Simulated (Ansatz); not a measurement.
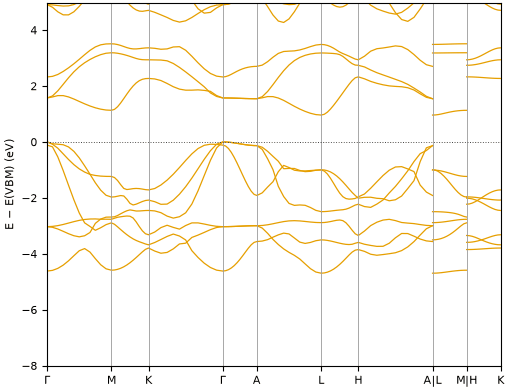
Fig. 1. Band structure from DFT-r²SCAN+D4 in the program Ansatz with PAW potentials

Problem. Read off the gap and where the band edges lie.

Solution. About 1.0 eV (0.96 eV by a search for the band edges); maximum at Γ, minimum at L.

Problem. Which compound is it?
A. MgSnSe2, P-3m1 (Se on 2d, Sn on 1a, Mg on 1b)
B. Ti4H3NS8, P3m1 (Pearson symbol hP16)
C. ZrSeS, P3m1 (Zr on 1a, Se on 1c, S on 1b)
D. CdH2O2, P-3m1 (Cd on 1a, H on 2d, O on 2d)

Solution. C, ZrSeS, P3m1 (Zr on 1a, Se on 1c, S on 1b)

The workflow started from a Materials Project entry (that database holds measured and hypothetical structures alike); the Crystallography Open Database copy checked does not list it. With Se and S taken as one species the cell has the higher symmetry P-3m1, so it may be an ordered model of a mixed-site phase. Its standing as an ambient phase is unchecked. Symmetry was held in the r²SCAN+D4 relaxation; whether a distortion lowers the energy is not shown. The run is not spin-polarised. Spin–orbit coupling is left out wherever it is not named.

Potentials: the later of the program's two PAW sets.
